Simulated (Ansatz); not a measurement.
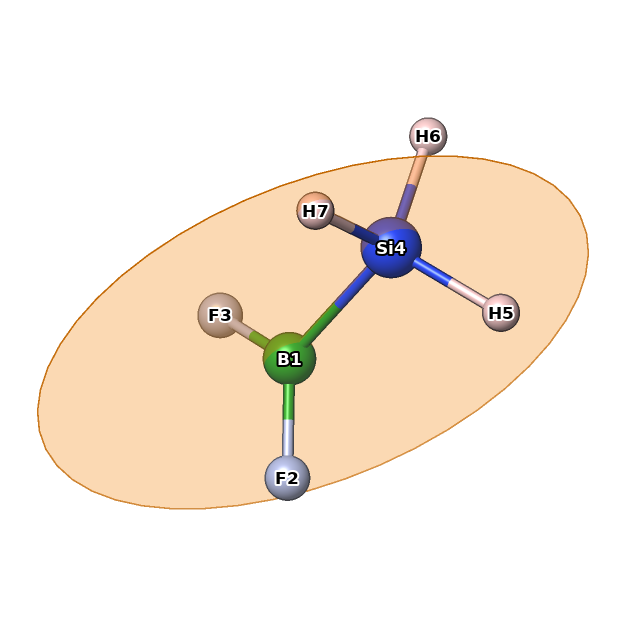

A disc through the centre of mass is drawn in. Distant atoms are faded towards the background colour. The computed structure is the end point of a PBE0-D4/def2-TZVP optimisation.

Q: Is the plane of the disc a mirror plane of the structure?

A: Yes. The reflection leaves B1, Si4, H7 in place and moves F2 ↔ F3; H5 ↔ H6. The point group is Cs.
